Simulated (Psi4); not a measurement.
Approach curve of the dimer CO ··· COS (SMILES [C-]#[O+] and O=C=S). Monomers: optimised at B3LYP-D3(BJ) (def2-TZVP), held rigid. Orientation: a higher rigid-body minimum at GFN2-xTB. R is the distance of the centres of mass, along which the second monomer moves.

Geometry at R = 3.49 Å (first 2 atoms: monomer A):
```
5

C      0.5625     0.0000     0.0000
O     -0.5625     0.0000     0.0000
O     -3.8390    -0.6655     0.3994
C     -3.2585    -1.5049    -0.1425
S     -2.4737    -2.6398    -0.8751
```

Calculation: SAPT0/jun-cc-pVDZ, frozen core (Psi4).

Components in kJ/mol:

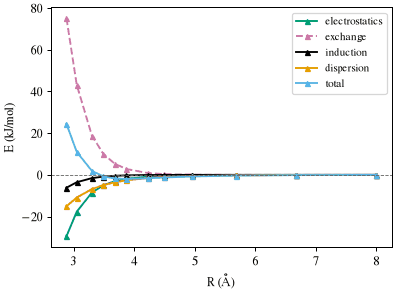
Figure: Components of the interaction energy.

| R / Å | electrostatics | exchange | induction | dispersion | total |
|---|---|---|---|---|---|
| 2.88 | -29.46 | 75.14 | -6.17 | -15.09 | 24.41 |
| 3.05 | -17.66 | 43.05 | -3.54 | -10.87 | 10.99 |
| 3.30 | -8.50 | 18.82 | -1.57 | -6.86 | 1.89 |
| 3.49 | -5.00 | 9.99 | -0.85 | -4.91 | -0.77 |
| 3.68 | -3.02 | 5.30 | -0.46 | -3.56 | -1.75 |
| 3.87 | -1.90 | 2.81 | -0.25 | -2.62 | -1.96 |
| 4.22 | -0.89 | 0.88 | -0.09 | -1.53 | -1.64 |
| 4.49 | -0.55 | 0.35 | -0.04 | -1.04 | -1.27 |
| 4.96 | -0.27 | 0.07 | -0.01 | -0.55 | -0.77 |
| 5.69 | -0.11 | 0.01 | 0.00 | -0.24 | -0.35 |
| 6.67 | -0.04 | 0.00 | 0.00 | -0.09 | -0.13 |
| 8.00 | -0.01 | 0.00 | 0.00 | -0.03 | -0.04 |
